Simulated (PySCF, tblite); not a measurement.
**C2H12BN2Si2 radical: geometry, infrared bands and EPR parameters**

Wanted: the infrared bands and EPR parameters of C2H12BN2Si2 radical (`C[B]N([SiH3])[SiH2]NC`), by calculation.

Computed with tblite 0.8.0 and PySCF 2.14.0, with density-fitted response routines of our own, on a single molecule in the gas phase. Atoms are numbered from 0 throughout.

## Step 1: The molecule as given

19 atoms, charge 0, multiplicity 2; geometry from: force field or distance geometry start.

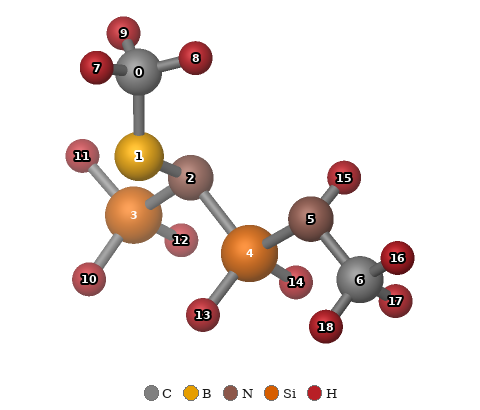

The starting geometry (carbon grey, boron amber, nitrogen brown, silicon orange, hydrogen red), atoms numbered.

## Step 2: Optimising the geometry with GFN2-xTB

Job settings and geometry (Å):

```
{"job": {"kind": "relax", "xc": "GFN2-xTB", "basis": "xTB"}, "charge": 0, "multiplicity": 2}
C      2.323000    -1.623700     0.669800
B      1.501300    -0.270400     0.878100
N      0.967000     0.481900    -0.306500
Si     1.632200     2.151000    -0.244900
Si    -0.818300     0.611700    -0.088000
N     -1.560500    -1.024000    -0.201300
C     -3.004900    -0.912800    -0.066700
H      2.635500    -2.019700     1.658900
H      1.672700    -2.365000     0.158200
H      3.207200    -1.419400     0.054300
H      1.274400     2.782300     1.038800
H      3.093900     2.081500    -0.357700
H      1.091300     2.945000    -1.337700
H     -1.124500     1.212100     1.210100
H     -1.380700     1.472500    -1.155500
H     -1.353400    -1.386700    -1.144800
H     -3.454200    -1.924900    -0.136300
H     -3.438800    -0.286000    -0.868200
H     -3.272900    -0.496200     0.938600
```

Run with:

```sh
$ OMP_NUM_THREADS=1 python probes_run.py task.json out
```

This one command runs all jobs of the session in turn.

The program printed:

```text
step      E/eV     max force
  0    -568.62798    2.157
  1    -568.83373    1.390
  2    -568.95521    0.645
  3    -568.97984    0.516
  4    -569.01436    0.399
  5    -569.03598    0.460
  6    -569.08441    0.599
  7    -569.12553    0.490
  8    -569.15563    0.574
  9    -569.18087    0.634
 10    -569.20779    0.539
 11    -569.23431    0.504
 12    -569.26407    0.483
 13    -569.29498    0.487
 14    -569.31714    0.431
 15    -569.33452    0.451
 16    -569.35761    0.396
 17    -569.38348    0.476
 18    -569.40896    0.446
 19    -569.42911    0.389
 20    -569.44153    0.260
 21    -569.45182    0.246
 22    -569.46331    0.297
 23    -569.47434    0.240
 24    -569.48269    0.213
 25    -569.48942    0.175
 26    -569.49500    0.217
 27    -569.50153    0.201
 28    -569.50918    0.229
 29    -569.51701    0.219
 30    -569.52438    0.160
 31    -569.53162    0.197
 32    -569.53901    0.280
 33    -569.54734    0.316
 34    -569.55495    0.244
 35    -569.56126    0.184
 36    -569.56748    0.189
 37    -569.57447    0.240
 38    -569.58230    0.259
 39    -569.59028    0.206
 40    -569.59700    0.156
 41    -569.60266    0.169
 42    -569.60867    0.197
 43    -569.61385    0.149
 44    -569.61713    0.124
 45    -569.61962    0.115
 46    -569.62192    0.120
 47    -569.62428    0.124
 48    -569.62666    0.108
 49    -569.62915    0.114
 50    -569.63243    0.148
 51    -569.63719    0.211
 52    -569.64221    0.216
 53    -569.64592    0.135
 54    -569.64843    0.133
 55    -569.65096    0.162
 56    -569.65436    0.154
 57    -569.65859    0.159
 58    -569.66201    0.110
 59    -569.66418    0.098
 60    -569.66614    0.096
 61    -569.66832    0.116
 62    -569.67051    0.098
 63    -569.67260    0.096
 64    -569.67488    0.111
 65    -569.67763    0.138
 66    -569.68060    0.137
 67    -569.68285    0.136
 68    -569.68433    0.105
 69    -569.68524    0.090
 70    -569.68603    0.075
 71    -569.68685    0.097
 72    -569.68799    0.100
 73    -569.68931    0.085
 74    -569.69051    0.086
 75    -569.69132    0.070
 76    -569.69191    0.063
 77    -569.69252    0.071
 78    -569.69319    0.068
 79    -569.69376    0.060
 80    -569.69421    0.067
 81    -569.69468    0.061
 82    -569.69532    0.065
 83    -569.69618    0.069
 84    -569.69720    0.065
 85    -569.69820    0.081
 86    -569.69908    0.076
 87    -569.69990    0.058
 88    -569.70074    0.068
 89    -569.70162    0.068
 90    -569.70256    0.088
 91    -569.70350    0.107
 92    -569.70439    0.067
 93    -569.70529    0.056
 94    -569.70594    0.052
 95    -569.70638    0.066
 96    -569.70710    0.060
 97    -569.70783    0.064
 98    -569.70854    0.059
 99    -569.70903    0.058
100    -569.70931    0.034
101    -569.70948    0.028
102    -569.70965    0.026
103    -569.70984    0.030
104    -569.70999    0.031
105    -569.71013    0.027
106    -569.71030    0.031
107    -569.71055    0.042
108    -569.71090    0.044
109    -569.71124    0.032
110    -569.71147    0.037
111    -569.71161    0.026
112    -569.71174    0.023
113    -569.71189    0.024
114    -569.71208    0.027
115    -569.71222    0.028
116    -569.71238    0.026
117    -569.71258    0.028
118    -569.71280    0.030
119    -569.71296    0.023
120    -569.71306    0.021
121    -569.71315    0.024
122    -569.71325    0.023
123    -569.71334    0.023
124    -569.71342    0.018
125    -569.71349    0.023
126    -569.71358    0.026
127    -569.71369    0.030
128    -569.71379    0.025
129    -569.71387    0.020
130    -569.71395    0.019
131    -569.71402    0.018
132    -569.71408    0.019
133    -569.71414    0.019
134    -569.71420    0.021
135    -569.71429    0.023
136    -569.71442    0.028
137    -569.71461    0.031
138    -569.71479    0.033
139    -569.71491    0.020
140    -569.71503    0.021
141    -569.71515    0.021
142    -569.71525    0.021
143    -569.71532    0.016
144    -569.71539    0.015
145    -569.71542    0.013
146    -569.71546    0.011
147    -569.71548    0.010
```

It took 1 s on 1 thread of Arm Neoverse V2, shared host; peak memory 0.18 GiB.

Step by step: (not every step is listed)

```csv
step,energy from step 0 (eV),largest force (eV/Å)
0,0.0000,2.1575
1,-0.2057,1.3901
2,-0.3272,0.6453
3,-0.3519,0.5162
4,-0.3864,0.3993
5,-0.4080,0.4602
6,-0.4564,0.5995
7,-0.4976,0.4905
8,-0.5276,0.5737
21,-0.8238,0.2462
34,-0.9270,0.2442
47,-0.9963,0.1241
60,-1.0382,0.0959
73,-1.0613,0.0851
86,-1.0711,0.0758
99,-1.0811,0.0579
112,-1.0838,0.0230
125,-1.0855,0.0233
138,-1.0868,0.0330
142,-1.0873,0.0205
143,-1.0873,0.0157
144,-1.0874,0.0153
145,-1.0874,0.0135
146,-1.0875,0.0112
147,-1.0875,0.0100
```

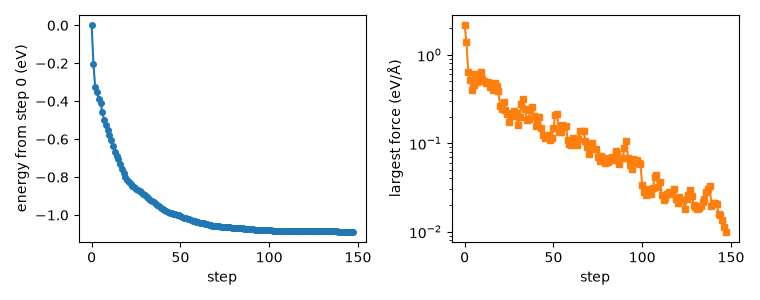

Energy and largest force along the relaxation.

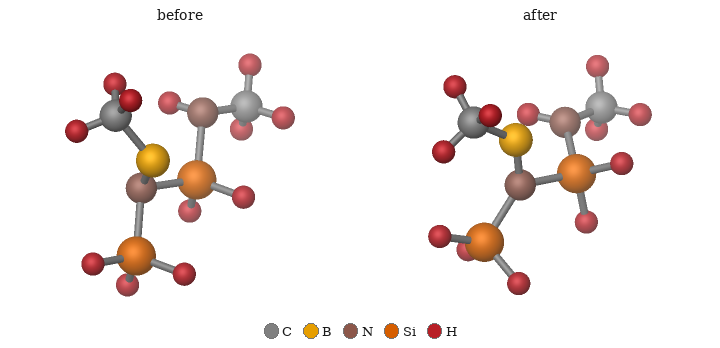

The geometry before (left) and after (right).

Distances of close pairs at the start and the end, largest changes first:

```csv
bond,before (Å),after (Å),change (Å)
B1–N2,1.502,1.381,-0.121
Si4–N5,1.800,1.717,-0.083
N2–Si3,1.798,1.750,-0.047
N2–Si4,1.803,1.767,-0.036
C6–H18,1.121,1.087,-0.034
C0–B1,1.597,1.572,-0.025
N5–H15,1.032,1.008,-0.024
C0–H8,1.111,1.089,-0.022
```

The end geometry stands in the next job.

## Step 3: Vibrational analysis with GFN2-xTB

Job settings and geometry (Å):

```
{"job": {"kind": "ir", "xc": "GFN2-xTB", "basis": "xTB"}, "charge": 0, "multiplicity": 2}
C      2.529077    -1.398721     0.773856
B      1.131887    -0.679564     0.738670
N      0.767106     0.543963     0.212206
Si     1.658547     1.838813    -0.557702
Si    -0.968706     0.592630     0.539769
N     -1.719884    -0.676818    -0.339346
C     -3.151405    -0.804659    -0.410962
H      2.864396    -1.578395     1.794119
H      2.498205    -2.370964     0.284253
H      3.296981    -0.802751     0.275459
H      1.540111     3.008264     0.313189
H      3.049667     1.414958    -0.700877
H      1.045415     2.065881    -1.867491
H     -1.267097     0.475918     1.968173
H     -1.427184     1.927798     0.088459
H     -1.259626    -1.028433    -1.164646
H     -3.433116    -1.846536    -0.577210
H     -3.593727    -0.195156    -1.207561
H     -3.570454    -0.476977     0.536894
```

The program printed:

```text
mode    cm-1     km/mol
  1     -40.1      1.05
  2      53.0      0.21
  3      54.1      0.72
  4      74.7      1.36
  5      79.4      3.51
  6      84.6      7.57
  7     132.8      4.42
  8     170.3      1.30
  9     179.0      4.85
 10     271.0      3.60
 11     286.9      6.46
 12     361.7     14.87
 13     446.4     85.56
 14     525.9     42.79
 15     534.9     38.68
 16     566.5     15.94
 17     583.2     95.16
 18     609.2     63.44
 19     757.4    438.49
 20     767.2    179.86
 21     770.9    120.11
 22     776.3    159.67
 23     813.3     76.98
 24     822.2     46.70
 25     839.1    239.11
 26     861.3     14.45
 27     888.8    228.30
 28     958.2    136.03
 29    1059.6     36.31
 30    1110.2      3.36
 31    1160.9     91.98
 32    1355.3    121.92
 33    1368.3    121.79
 34    1376.7     42.20
 35    1421.9      2.92
 36    1479.5      0.45
 37    1488.1      2.45
 38    1496.3      2.98
 39    1505.1      2.28
 40    2082.4    352.42
 41    2240.2     89.72
 42    2245.2    509.67
 43    2255.2    385.76
 44    2268.2    224.31
 45    2897.7     80.90
 46    2946.7     60.71
 47    2967.6     63.16
 48    3006.5     35.81
 49    3018.5     21.45
 50    3038.2     35.35
 51    3450.3      8.42
```

Wall time 0.65 s (1 thread of Arm Neoverse V2, shared host); peak memory 0.18 GiB.

Which atoms move in the most intense modes:

```
cm⁻¹  km/mol                                   atoms
 757   438.5  H14 25 %, H12 22 %, H10 19 %, H11 15 %
 767   179.9  H14 33 %, H10 19 %, H13 16 %, H12 15 %
 839   239.1                      H14 42 %, H13 35 %
 889   228.3                       N2 58 %, Si4 21 %
2082   352.4                                H14 93 %
2245   509.7                      H12 74 %, H13 21 %
2255   385.8                                H10 90 %
2268   224.3                                H11 92 %
```

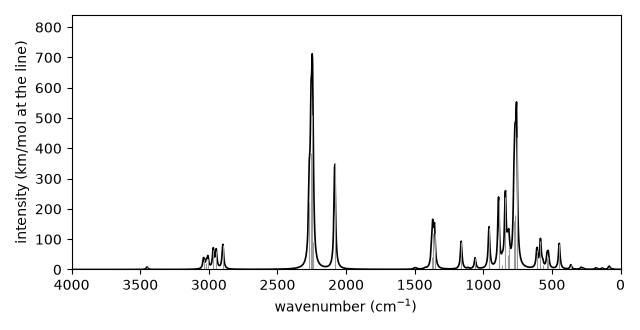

The infrared spectrum from these modes, unscaled. Lines are broadened to a width of 14 cm⁻¹ (Lorentzian).

## Step 4: EPR parameters: B3LYP/pcH-1

Settings changed since step 3:

```diff
@@ -1,2 +1,2 @@
-{"job": {"kind": "ir", "xc": "GFN2-xTB", "basis": "xTB"}, "charge": 0, "multiplicity": 2}
+{"job": {"kind": "epr", "basis": "pcH-1"}, "charge": 0, "multiplicity": 2}
 C      2.529077    -1.398721     0.773856
```

With the program's defaults for keys left out, this is: UKS B3LYP, pcH-1 on B C H N Si, non-relativistic, mean-field spin-orbit, GIAO.

The program printed:

```text
UKS, coarse grid
  cycle   1  E = -796.74624870  |g| = 4.91e-01
  cycle   2  E = -796.64193618  |g| = 6.85e-01
  cycle   3  E = -796.84465527  |g| = 8.96e-02
  cycle   4  E = -796.84749991  |g| = 3.83e-02
  cycle   5  E = -796.84818412  |g| = 9.66e-03
  cycle   6  E = -796.84822001  |g| = 4.82e-03
  cycle   7  E = -796.84822948  |g| = 9.79e-04
UKS, final grid
  cycle   1  E = -796.84817454  |g| = 1.15e-03
  cycle   2  E = -796.84817377  |g| = 1.83e-03
  cycle   3  E = -796.84817517  |g| = 1.93e-04
  cycle   4  E = -796.84817519  |g| = 6.18e-05
  cycle   5  E = -796.84817519  |g| = 3.55e-05
  cycle   6  E = -796.84817519  |g| = 1.33e-05
E = -796.84817519 Eh   <S^2> = 0.7521 (exact 0.7500)
g shifts (ppm)      1          2          3
  rmc          -118       -118       -118
  gc              8         11         16
  oz_so        -818        -73       1007
  total        -928       -180        904
hyperfine (MHz)  atom isotope    a_iso     a_fc   dipolar eigenvalues
    0   13C      75.20      75.20     -5.72     -5.41     11.12
    1   11B     373.33     373.39    -39.54    -36.52     76.06
    2   14N      28.94      28.95     -3.84     -0.61      4.45
    3  29Si     -63.86     -63.98    -15.78      7.87      7.91
    4  29Si     -30.60     -30.60     -2.30      0.85      1.46
    5   14N      10.16      10.16     -1.32     -1.16      2.47
    6   13C       0.73       0.73     -0.57     -0.52      1.09
    7    1H       2.45       2.45     -5.90     -4.10     10.00
    8    1H       1.92       1.92     -5.87     -4.06      9.93
    9    1H      65.63      65.63     -4.89     -1.64      6.53
   10    1H      -1.67      -1.67     -1.62     -0.91      2.53
   11    1H       0.51       0.51     -2.25     -0.66      2.91
   12    1H       0.11       0.11     -1.64     -0.78      2.42
   13    1H       7.86       7.86     -4.07     -2.42      6.49
   14    1H      14.93      14.93     -1.61     -1.30      2.91
   15    1H      -1.39      -1.40     -3.77     -1.34      5.11
   16    1H       0.43       0.43     -1.03     -0.81      1.85
   17    1H       4.76       4.76     -0.86     -0.52      1.38
   18    1H       0.15       0.15     -1.09     -0.88      1.96
```

Run time: 100 s. Hardware: 1 thread of Arm Neoverse V2, shared host; peak memory 1.1 GiB.

Principal g values 2.00139, 2.00214, 2.00322; g(iso) = 2.00225, against 2.00232 for a free electron.

Mean a(iso) over the nuclei that a row names, and the largest dipolar term of the row (other rows stand at the frozen geometry):

| nuclei | isotope | a(iso) (MHz) | a(iso) (G, at g = 2.0023) | largest dipolar term (MHz) |
| --- | --- | --- | --- | --- |
| B1 | 11B | 373.3 | 133.2 | 76.1 |
| C0 | 13C | 75.2 | 26.8 | 11.1 |
| Si3 | 29Si | -63.9 | -22.8 | -15.8 |
| Si4 | 29Si | -30.6 | -10.9 | -2.3 |
| N2 | 14N | 28.9 | 10.3 | 4.4 |
| H7, H8, H9 | 1H | 23.3 | 8.3 | 10.0 |
| H13, H14 | 1H | 11.4 | 4.1 | 6.5 |
| N5 | 14N | 10.2 | 3.6 | 2.5 |
| H16, H17, H18 | 1H | 1.8 | 0.6 | 2.0 |
| H15 | 1H | -1.4 | -0.5 | 5.1 |
| C6 | 13C | 0.7 | 0.3 | 1.1 |
| H10, H11, H12 | 1H | -0.3 | -0.1 | 2.9 |

Mulliken spin populations:

C0 -0.01; B1 0.90; N2 -0.03; Si3 0.07; Si4 0.00; N5 0.01; C6 0.00; H7 0.00; H8 0.00; H9 0.05; H10 0.00; H11 0.00; H12 0.00; H13 0.00; H14 0.01; H15 0.00; H16 0.00; H17 0.00; H18 0.00

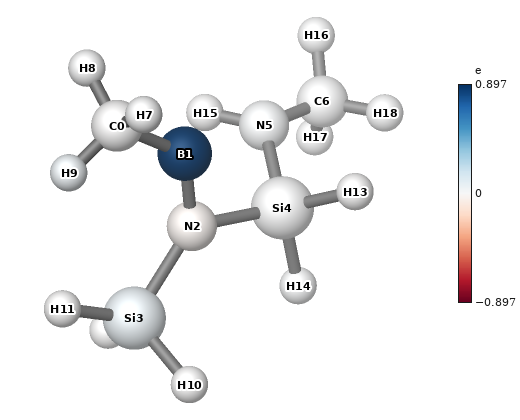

Mulliken spin populations, as colours on the atoms.

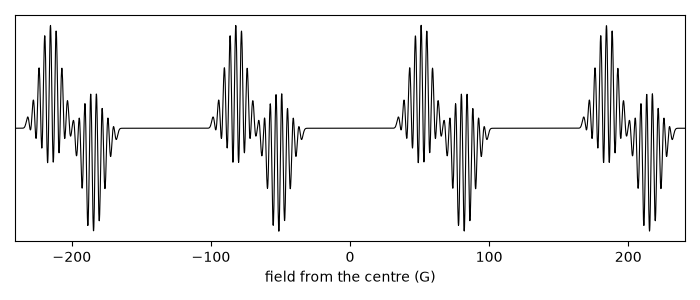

First-order isotropic spectrum (first derivative, main isotopes with spin only, couplings over 0.8 MHz, Gaussian width 1.2 G; couplings of the frozen geometry, rotation of groups not averaged beyond the rows shown).

Orbitals, density, ELF and potential are computed afterwards from the orbital file.

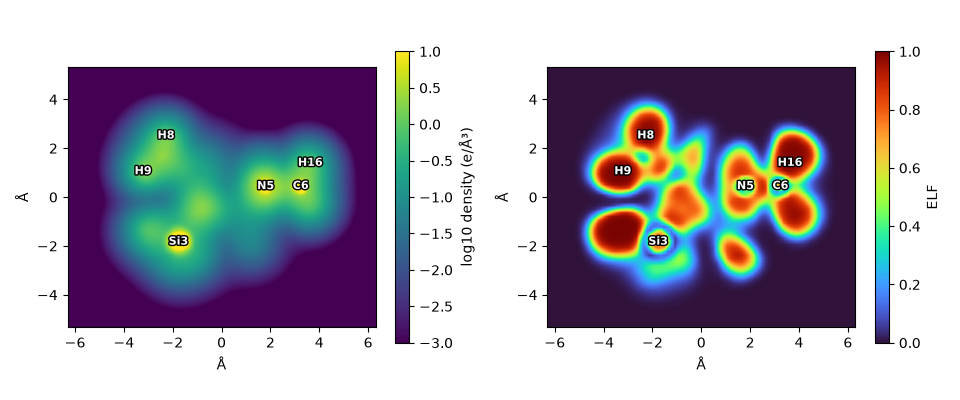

Density (left) and ELF (right) in a plane through or near 6 of the atoms.

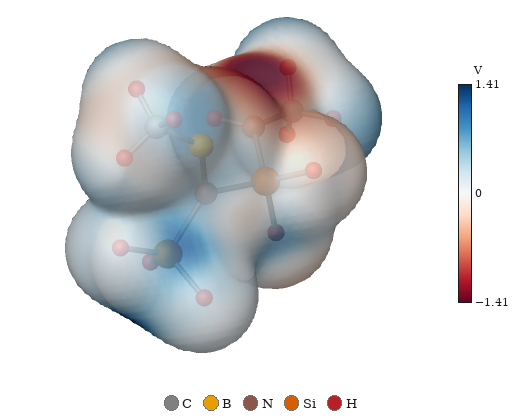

Electrostatic potential on the surface of density 0.002 e/bohr³; red is low, blue high. It runs from -1.24 V near N5 to 1.41 V near H15.

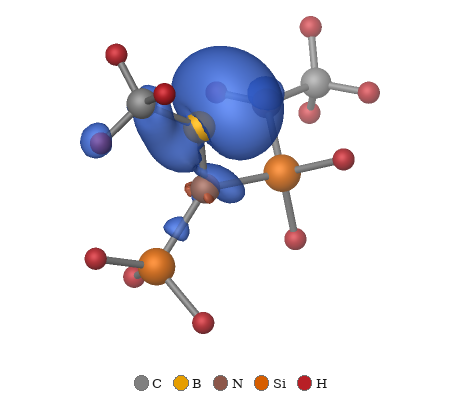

Spin density at ±0.03 e/Å³ (alpha excess blue, beta excess red).

## Step 5: Results

```
                                                                  quantity                  value
                                 strongest single infrared mode (GFN2-xTB)  2245 cm⁻¹, 510 km/mol
                                              zero-point energy (GFN2-xTB)          86.5 kcal/mol
                                                            g(iso) (B3LYP)                2.00225
                                                                      ⟨S²⟩     0.752 (exact 0.75)
                                        largest a(iso) (averaged by class)   11B on B1, 373.3 MHz
potential on the surface of density 0.002 e/bohr³, 1st and 99th percentile     -1.24 V and 1.41 V
```

Over 147 steps the energy fell by 1.087 eV; of the close pairs, B1–N2 changed most, 1.502 to 1.381 Å. The lowest mode is imaginary (40i cm⁻¹), so the xTB geometry is not a minimum: the zero-point energy counts the real modes alone, and all values at this geometry belong to a saddle point. The strongest single mode, at 2245 cm⁻¹, moves mainly H12. Unscaled tight-binding wavenumbers are off by several per cent, some by more. Its intensities can rank the bands wrongly. Most of the unpaired spin sits on B1 (0.90 e). The isotropic g lies 0.1 ppt below the free-electron value. The conformer search (at its own cheap level) found a structure 1.6 kcal/mol lower, so these spectra needn't be the molecule's.
